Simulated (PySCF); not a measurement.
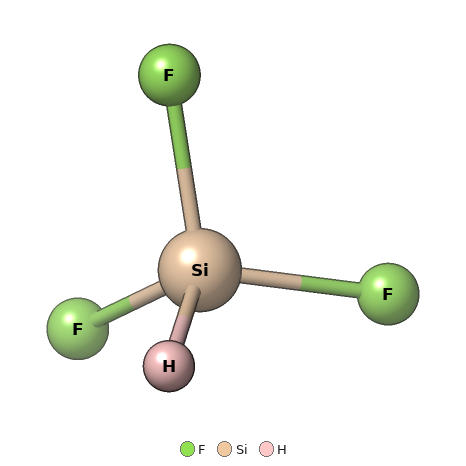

Atoms fade into the background with distance from the viewer. Computed geometry: PBE0-D3(BJ)/def2-SVP optimisation. No frequency run is at hand to confirm it as a minimum.

**List the symmetry elements and name the point group.**

It has 1 C3 axis and 3 mirror planes, so the point group is C3v. The group has 6 operations. The geometry is achiral, and symmetry allows a dipole moment.
